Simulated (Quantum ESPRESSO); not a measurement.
# KNi2S2: parallel and opposed starts, part 2 of 2

Wanted: the moments of KNi2S2 and the energy of each order that was tried.

Quantum ESPRESSO 7.5; LDA with U = 6 eV on Ni d (ortho-atomic projectors); plane waves with GBRV 1.5 LDA potentials, no spin-orbit coupling.

So far, integrated |m| (μB): step 2 (start 1: ferro ++) 3.10.

## 3. Run 2 (antiferro +−)

File pw.in:

```
&CONTROL
  calculation = 'scf'
  prefix = 'pwscf'
  outdir = './tmp'
  pseudo_dir = './pseudo'
  disk_io = 'nowf'
/
&SYSTEM
  ibrav = 0
  nat = 5
  ntyp = 4
  ecutwfc = 40
  ecutrho = 280
  nbnd = 38
  occupations = 'smearing'
  smearing = 'fd'
  degauss = 0.00367493
  nspin = 2
  starting_magnetization(1) = 0
  starting_magnetization(2) = 0.1111
  starting_magnetization(3) = -0.1111
  starting_magnetization(4) = 0
/
&ELECTRONS
  conv_thr = 1d-08
  electron_maxstep = 150
  mixing_beta = 0.3
/
ATOMIC_SPECIES
K      39.0983 k_lda_v1.4.uspp.F.UPF
Ni1    58.6934 ni_lda_v1.4.uspp.F.UPF
Ni2    58.6934 ni_lda_v1.4.uspp.F.UPF
S      32.0600 s_lda_v1.4.uspp.F.UPF
CELL_PARAMETERS angstrom
  -1.8955000000    1.8955000000    6.4145000000
   1.8955000000   -1.8955000000    6.4145000000
   1.8955000000    1.8955000000   -6.4145000000
ATOMIC_POSITIONS crystal
K       0.0000000000    0.0000000000    0.0000000000
Ni1     0.7500000000    0.2500000000    0.5000000000
Ni2     0.2500000000    0.7500000000    0.5000000000
S       0.3600000000    0.3600000000    0.0000000000
S       0.6400000000    0.6400000000    0.0000000000
K_POINTS automatic
8 8 8 0 0 0
HUBBARD {ortho-atomic}
U Ni1-3d 6.0000
U Ni2-3d 6.0000
```

On the command line:

```
> OMP_NUM_THREADS=1 mpirun -n 4 pw.x -nk 4 -in pw.in > pw.out
```

What it wrote:

```text
[banner, memory and clock lines left out]
Program PWSCF v.7.5 starts

     Message from routine setup:
     using ibrav=0 with symmetry is DISCOURAGED, use correct ibrav instead

     bravais-lattice index     =            0
     lattice parameter (alat)  =      13.1376  a.u.
     unit-cell volume          =     622.1097 (a.u.)^3
     number of atoms/cell      =            5
     number of atomic types    =            4
     number of electrons       =        57.00
     number of Kohn-Sham states=           38
     kinetic-energy cutoff     =      40.0000  Ry
     charge density cutoff     =     280.0000  Ry
     scf convergence threshold =      1.0E-08
     mixing beta               =       0.3000
     number of iterations used =            8  plain     mixing
     Exchange-correlation=  SLA  PZ   NOGX NOGC
                           (   1   1   0   0   0   0   0)
     Hubbard projectors: ortho-atomic
     Hubbard parameters of DFT+U (Dudarev formulation) in eV:
     U(Ni1-3d) =  6.0000
     U(Ni2-3d) =  6.0000

     Internal variables: lda_plus_u =T, lda_plus_u_kind = 0

     Internal variables: orbital_resolved =F, hub_pot_fix =F, apply_U = F

     celldm(1)=  13.137559  celldm(2)=   0.000000  celldm(3)=   0.000000
     celldm(4)=   0.000000  celldm(5)=   0.000000  celldm(6)=   0.000000

     crystal axes: (cart. coord. in units of alat)
               a(1) = (  -0.272652   0.272652   0.922671 )
               a(2) = (   0.272652  -0.272652   0.922671 )
               a(3) = (   0.272652   0.272652  -0.922671 )

     reciprocal axes: (cart. coord. in units 2 pi/alat)
               b(1) = ( -0.000000  1.833842  0.541905 )
               b(2) = (  1.833842 -0.000000  0.541905 )
               b(3) = (  1.833842  1.833842  0.000000 )

     PseudoPot. # 1 for K  read from file:
     k_lda_v1.4.uspp.F.UPF
     Pseudo is Ultrasoft + core correction, Zval =  9.0

     PseudoPot. # 2 for Ni read from file:
     ni_lda_v1.4.uspp.F.UPF
     Pseudo is Ultrasoft + core correction, Zval = 18.0

     PseudoPot. # 3 for Ni read from file:
     ni_lda_v1.4.uspp.F.UPF
     Pseudo is Ultrasoft + core correction, Zval = 18.0

     PseudoPot. # 4 for S  read from file:
     s_lda_v1.4.uspp.F.UPF
     Pseudo is Ultrasoft + core correction, Zval =  6.0

     atomic species   valence    mass     pseudopotential
     K                 9.00    39.09830     K ( 1.00)
     Ni1              18.00    58.69340     Ni( 1.00)
     Ni2              18.00    58.69340     Ni( 1.00)
     S                 6.00    32.06000     S ( 1.00)

     Starting magnetic structure
     atomic species   magnetization
     K               0.000
     Ni1             0.111
     Ni2            -0.111
     S               0.000

      8 Sym. Ops. (no inversion) found

   Cartesian axes

     site n.     atom                  positions (alat units)
         1        K      tau(   1) = (   0.0000000   0.0000000   0.0000000  )
         2        Ni1    tau(   2) = (   0.0000000   0.2726516   0.4613356  )
         3        Ni2    tau(   3) = (   0.2726516   0.0000000   0.4613356  )
         4        S      tau(   4) = (   0.0000000  -0.0000000   0.6643233  )
         5        S      tau(   5) = (   0.0000000   0.0000000   1.1810192  )

     number of k points=    59  Fermi-Dirac smearing, width (Ry)=  0.0037
                       cart. coord. in units 2pi/alat
        k(    1) = (   0.0000000   0.0000000   0.0000000), wk =   0.0019531
        k(    2) = (   0.2292303   0.2292303   0.0000000), wk =   0.0078125
        k(    3) = (   0.4584606   0.4584606   0.0000000), wk =   0.0078125
        k(    4) = (   0.6876909   0.6876909   0.0000000), wk =   0.0078125
        k(    5) = (  -0.9169212  -0.9169212   0.0000000), wk =   0.0039062
        [... 54 further k-points ...]

     Dense  grid:    49161 G-vectors     FFT dimensions: (  72,  72,  72)

     Smooth grid:    21333 G-vectors     FFT dimensions: (  54,  54,  54)

     Check: negative core charge=   -0.000007
     Generating pointlists ...
     new r_m :   0.1915 (alat units)  2.5153 (a.u.) for type    1
     new r_m :   0.1402 (alat units)  1.8421 (a.u.) for type    2
     new r_m :   0.1402 (alat units)  1.8421 (a.u.) for type    3
     new r_m :   0.1402 (alat units)  1.8421 (a.u.) for type    4

     Initial potential from superposition of free atoms

     starting charge      52.4971, renormalised to      57.0000

     STARTING HUBBARD OCCUPATIONS:

     =================== HUBBARD OCCUPATIONS ===================
     ------------------------ ATOM    2 ------------------------
     Tr[ns(  2)] (up, down, total) =   5.00000  3.00000  8.00000
     Atomic magnetic moment for atom   2 =   2.00000
     [... lines left out ...]
     ------------------------ ATOM    3 ------------------------
     Tr[ns(  3)] (up, down, total) =   3.00000  5.00000  8.00000
     Atomic magnetic moment for atom   3 =  -2.00000
     [... lines left out ...]
     Number of occupied Hubbard levels =   16.0000

     Atomic wfc used for Hubbard projectors are orthogonalized

     Starting wfcs are   42 randomized atomic wfcs

     Self-consistent Calculation

     iteration #  1     ecut=    40.00 Ry     beta= 0.30
     Davidson diagonalization with overlap
     ethr =  1.00E-02,  avg # of iterations =  6.7

     =================== HUBBARD OCCUPATIONS ===================
     ------------------------ ATOM    2 ------------------------
     Tr[ns(  2)] (up, down, total) =   1.81880  0.72351  2.54231
     Atomic magnetic moment for atom   2 =   1.09528
     [... lines left out ...]
     ------------------------ ATOM    3 ------------------------
     Tr[ns(  3)] (up, down, total) =   0.72266  1.81901  2.54167
     Atomic magnetic moment for atom   3 =  -1.09636
     [... lines left out ...]
     Number of occupied Hubbard levels =    5.0840

     total energy              =    -765.49667545 Ry
     estimated scf accuracy    <      79.42473876 Ry

     total magnetization       =    -0.00 Bohr mag/cell
     absolute magnetization    =     2.65 Bohr mag/cell

     iteration #  2     ecut=    40.00 Ry     beta= 0.30
     Davidson diagonalization with overlap
     ethr =  1.00E-02,  avg # of iterations =  5.0

     total energy              =    -787.88611408 Ry
     estimated scf accuracy    <      50.00757744 Ry

     total magnetization       =     0.00 Bohr mag/cell
     absolute magnetization    =     0.20 Bohr mag/cell

     [... further iterations left out ...]

     iteration # 23     ecut=    40.00 Ry     beta= 0.30
     Davidson diagonalization with overlap
     ethr =  8.45E-11,  avg # of iterations =  2.1

     total energy              =    -791.31677154 Ry
     estimated scf accuracy    <       0.00000002 Ry

     total magnetization       =     0.00 Bohr mag/cell
     absolute magnetization    =     2.44 Bohr mag/cell

     iteration # 24     ecut=    40.00 Ry     beta= 0.30
     Davidson diagonalization with overlap
     ethr =  2.92E-11,  avg # of iterations =  2.8

     Magnetic moment per site  (integrated on atomic sphere of radius R)
     atom   1 (R=0.191)  charge=  7.9597  magn=  0.0000
     atom   2 (R=0.140)  charge= 16.3707  magn=  1.1270
     atom   3 (R=0.140)  charge= 16.3707  magn= -1.1270
     atom   4 (R=0.140)  charge=  3.9776  magn= -0.0000
     atom   5 (R=0.140)  charge=  3.9776  magn= -0.0000

     End of self-consistent calculation

     =================== HUBBARD OCCUPATIONS ===================
     ------------------------ ATOM    2 ------------------------
     Tr[ns(  2)] (up, down, total) =   4.85967  3.72677  8.58644
     Atomic magnetic moment for atom   2 =   1.13290
     [... lines left out ...]
     ------------------------ ATOM    3 ------------------------
     Tr[ns(  3)] (up, down, total) =   3.72683  4.85967  8.58650
     Atomic magnetic moment for atom   3 =  -1.13284
     [... lines left out ...]
     Number of occupied Hubbard levels =   17.1729

     Number of k-points >= 100: set verbosity='high' to print the bands.

     the Fermi energy is     8.5793 ev

!    total energy              =    -791.31677154 Ry
     estimated scf accuracy    <          5.7E-09 Ry
     smearing contrib. (-TS)   =      -0.00142369 Ry
     internal energy E=F+TS    =    -791.31534786 Ry

     The total energy is F=E-TS. E is the sum of the following terms:
     one-electron contribution =    -743.94531193 Ry
     hartree contribution      =     393.86147110 Ry
     xc contribution           =     -96.05884100 Ry
     ewald contribution        =    -345.49353848 Ry
     Hubbard energy            =       0.32087244 Ry

     total magnetization       =     0.00 Bohr mag/cell
     absolute magnetization    =     2.44 Bohr mag/cell

     convergence has been achieved in  24 iterations
```

The job ended after 5.5 min (4 MPI ranks of Arm Neoverse V2, shared host; peak memory 0.82 GiB; 22 min of CPU time).

Spin moment in the atom's sphere by atom:

| atom | spin moment in the atom's sphere (μB) |
| --- | --- |
| K1 | 0.00 |
| Ni2 | 1.13 |
| Ni3 | -1.13 |
| S4 | 0.00 |
| S5 | 0.00 |

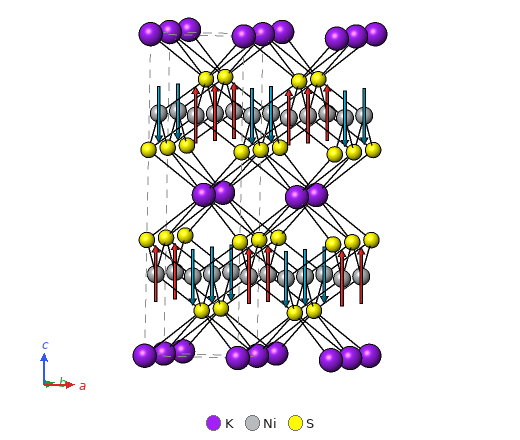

Spin moment in the atom's sphere as arrows, the longest 1.13 μB. Up and down stand for the sign. Arrows give size and sign along the axis of quantisation, drawn up and down the page. The two directions have two colours. 2×2×1 conventional cells are drawn. Some periodic images of atoms are drawn too.

Read from the output:

* smearing term TS: 0.01937 eV
* net moment: 0 μB
* integrated |m|: 2.444 μB
* final state: antiferromagnetic

## 4. Start 3: antiferro q=(0,0,1/2) +−−+

This order needs a doubled cell of 10 atoms. The wavevector q is in fractions of the reciprocal vectors of the crystal's primitive cell, as the cells of these inputs are built from it; moments change sign between cells as cos(2π q·R).

pw.in: that of step 3 with these lines changed.

```diff
@@ -9,3 +9,3 @@
   ibrav = 0
-  nat = 5
+  nat = 10
   ntyp = 4
@@ -13,3 +13,3 @@
   ecutrho = 280
-  nbnd = 38
+  nbnd = 72
   occupations = 'smearing'
@@ -24,3 +24,3 @@
 &ELECTRONS
-  conv_thr = 1d-08
+  conv_thr = 2d-08
   electron_maxstep = 150
@@ -36,11 +36,16 @@
    1.8955000000   -1.8955000000    6.4145000000
-   1.8955000000    1.8955000000   -6.4145000000
+   3.7910000000    3.7910000000  -12.8290000000
 ATOMIC_POSITIONS crystal
 K       0.0000000000    0.0000000000    0.0000000000
-Ni1     0.7500000000    0.2500000000    0.5000000000
-Ni2     0.2500000000    0.7500000000    0.5000000000
+K       0.0000000000    0.0000000000    0.5000000000
+Ni1     0.7500000000    0.2500000000    0.2500000000
+Ni2     0.7500000000    0.2500000000    0.7500000000
+Ni2     0.2500000000    0.7500000000    0.2500000000
+Ni1     0.2500000000    0.7500000000    0.7500000000
 S       0.3600000000    0.3600000000    0.0000000000
+S       0.3600000000    0.3600000000    0.5000000000
 S       0.6400000000    0.6400000000    0.0000000000
+S       0.6400000000    0.6400000000    0.5000000000
 K_POINTS automatic
-8 8 8 0 0 0
+8 8 4 0 0 0
 HUBBARD {ortho-atomic}
```

What it wrote:

```text
     [... lines left out ...]
Program PWSCF v.7.5 starts
     [... lines left out ...]
     number of atoms/cell      =           10
     [... lines left out ...]
     number of electrons       =       114.00
     number of Kohn-Sham states=           72
     kinetic-energy cutoff     =      40.0000  Ry
     charge density cutoff     =     280.0000  Ry
     scf convergence threshold =      2.0E-08
     [... lines left out ...]
      8 Sym. Ops., with inversion, found ( 4 have fractional translation)
     [... lines left out ...]
     number of k points=    55  Fermi-Dirac smearing, width (Ry)=  0.0037
     [... lines left out ...]
     iteration # 71     ecut=    40.00 Ry     beta= 0.30
     [... lines left out ...]
     Magnetic moment per site  (integrated on atomic sphere of radius R)
     atom   1 (R=0.191)  charge=  7.9598  magn= -0.0000
     atom   2 (R=0.191)  charge=  7.9598  magn= -0.0000
     atom   3 (R=0.140)  charge= 16.4191  magn=  0.8847
     atom   4 (R=0.140)  charge= 16.4191  magn= -0.8843
     atom   5 (R=0.140)  charge= 16.4191  magn= -0.8843
     atom   6 (R=0.140)  charge= 16.4191  magn=  0.8847
     atom   7 (R=0.140)  charge=  3.9346  magn= -0.0001
     atom   8 (R=0.140)  charge=  3.9346  magn= -0.0001
     atom   9 (R=0.140)  charge=  3.9346  magn= -0.0001
     atom  10 (R=0.140)  charge=  3.9346  magn= -0.0001
     [... lines left out ...]
     Tr[ns(  3)] (up, down, total) =   4.79118  3.90397  8.69515
     [... lines left out ...]
     Tr[ns(  4)] (up, down, total) =   3.90424  4.79108  8.69532
     [... lines left out ...]
     Tr[ns(  5)] (up, down, total) =   3.90424  4.79108  8.69532
     [... lines left out ...]
     Tr[ns(  6)] (up, down, total) =   4.79118  3.90397  8.69515
     [... lines left out ...]
     the Fermi energy is     7.9924 ev
!    total energy              =   -1582.59302385 Ry
     estimated scf accuracy    <       0.00000002 Ry
     smearing contrib. (-TS)   =      -0.00469376 Ry
     [... lines left out ...]
     total magnetization       =     0.00 Bohr mag/cell
     absolute magnetization    =     3.98 Bohr mag/cell
     convergence has been achieved in  71 iterations
```

Elapsed: 55 min, on 4 MPI ranks; peak memory 1.8 GiB.

Spin moment in the atom's sphere by atom:

| atom | spin moment in the atom's sphere (μB) |
| --- | --- |
| K1 | 0.000 |
| K2 | 0.000 |
| Ni3 | 0.885 |
| Ni4 | -0.884 |
| Ni5 | -0.884 |
| Ni6 | 0.885 |
| S7 | 0.000 |
| S8 | 0.000 |
| S9 | 0.000 |
| S10 | 0.000 |

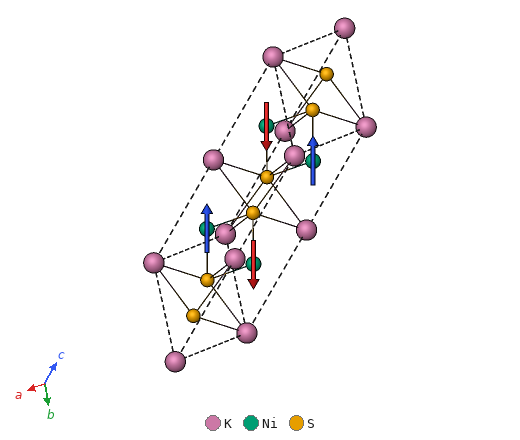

Spin moment in the atom's sphere as arrows, the longest 0.885 μB. Up and down stand for the sign. Arrows give size and sign along the axis of quantisation, drawn up and down the page. The two directions have two colours. Bonds to atoms that aren't drawn are left out. Some periodic images of atoms are drawn too.

Numbers from this step:

```yaml
smearing_term_ts: 0.06386 eV
net_moment: 0 μB
integrated_m: 3.984 μB
final_state: antiferromagnetic
```

## 5. The states side by side

An order is kept where moments of 0.15 μB or more survive with the typed signs; meshes match where a doubled cell samples the same k points as the first cell.

Orders:

| start | final state | typed order kept | energy over the lowest (meV a seeded atom) | largest site moment (μB) | net moment (μB a cell of the first run) | mesh matched | CPU time (s) |
| --- | --- | --- | --- | --- | --- | --- | --- |
| ferro ++ | ferromagnetic | yes | 171.5 | 1.096 | 2.991 | yes | 1535 |
| antiferro +- | antiferromagnetic | yes | 0 | 1.127 | 0 | yes | 1315 |
| antiferro q=(0,0,1/2) +--+ | antiferromagnetic | yes | 137.8 | 0.8847 | 0 | yes | 13220 |

## 6. Fillings of the first corrected shells

| start | type | spin | occupation numbers |
| --- | --- | --- | --- |
| ferro ++ | Ni | up | 0.971 0.975 0.977 0.977 0.979 |
| ferro ++ | Ni | down | 0.637 0.637 0.700 0.906 0.920 |
| ferro ++ | Ni | up | 0.971 0.975 0.977 0.977 0.979 |
| ferro ++ | Ni | down | 0.637 0.637 0.700 0.906 0.920 |
| antiferro +- | Ni1 | up | 0.961 0.962 0.979 0.979 0.979 |
| antiferro +- | Ni1 | down | 0.418 0.418 0.960 0.964 0.967 |
| antiferro +- | Ni2 | up | 0.418 0.418 0.960 0.964 0.967 |
| antiferro +- | Ni2 | down | 0.961 0.962 0.979 0.979 0.979 |
| antiferro q=(0,0,1/2) +--+ | Ni1 | up | 0.946 0.953 0.957 0.963 0.972 |
| antiferro q=(0,0,1/2) +--+ | Ni1 | down | 0.494 0.625 0.884 0.942 0.960 |
| antiferro q=(0,0,1/2) +--+ | Ni2 | up | 0.494 0.625 0.883 0.942 0.960 |
| antiferro q=(0,0,1/2) +--+ | Ni2 | down | 0.946 0.953 0.957 0.963 0.972 |

## 7. Summary of results

| Property | Result |
| --- | --- |
| moments, largest by run | 1.10, 1.13, 0.885 μB |
| spread of the energies of the runs with moments | 172 meV a seeded atom |

In words: Under a U these runs seem to end in unlike orbital states: the fillings of their corrected shells differ, or their energies lie too far apart for exchange alone. The differences are then no exchange energies, and the ranking says little of the magnetic order. Seeding all runs from one set of occupation matrices is the usual remedy. Degenerate orbitals of a corrected shell are partly filled. Whether a state of lower symmetry lies under this one was not tested; under a U it often does.

[Logs and program files are shortened in this print: banners, set-up blocks, solver, clock and traceback lines can be left out without a mark of their own.]

[Logs are printed without paths, hosts, clocks, repeated set-up lines and the standing remarks that a program may print on its own settings, such as how far it seeks lower states.]

[Hosts, paths, dates, database ids (printed as entryN), source tags and the programs' standing remarks are cut or masked in the printed files.]

[Where a cell is said to come from a database of computed structures, the database is the Materials Project.]
